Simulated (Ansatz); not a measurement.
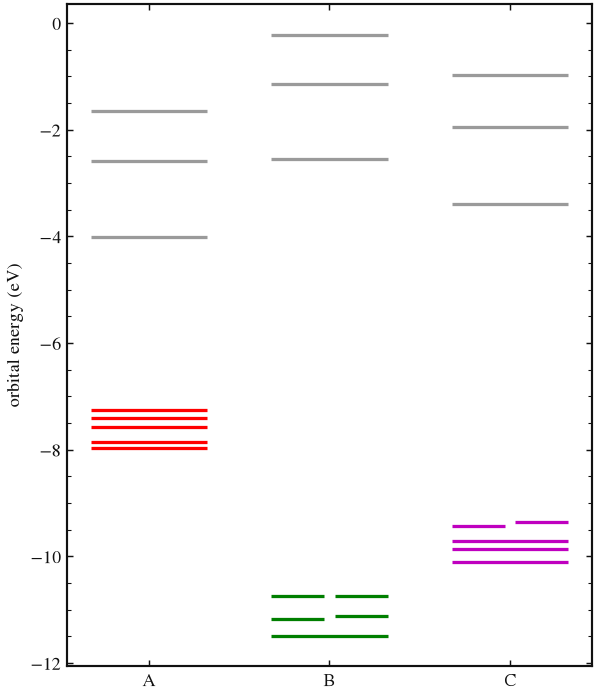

Frontier orbital energies of MoH₄O₅, SMILES [O]=[Mo]([OH])([OH])([OH])[OH], singlet at one geometry, def2-TZVPP, the Ansatz code, at a PBE0-D4/def2-TZVP geometry (with a soft imaginary mode, 34i cm⁻¹). Empty levels are grey, levels within 0.1 eV stand side by side; all columns show the same few orbitals around the gap.

The columns come from BHLYP, BLYP and r2SCAN0. Which is which?

Answer. A: BLYP (HOMO −7.26, LUMO −4.00, separation 3.26 eV)
B: BHLYP (HOMO −10.74, LUMO −2.54, separation 8.20 eV)
C: r2SCAN0 (HOMO −9.36, LUMO −3.39, separation 5.97 eV)

Limits of at least one run: core potentials past krypton.
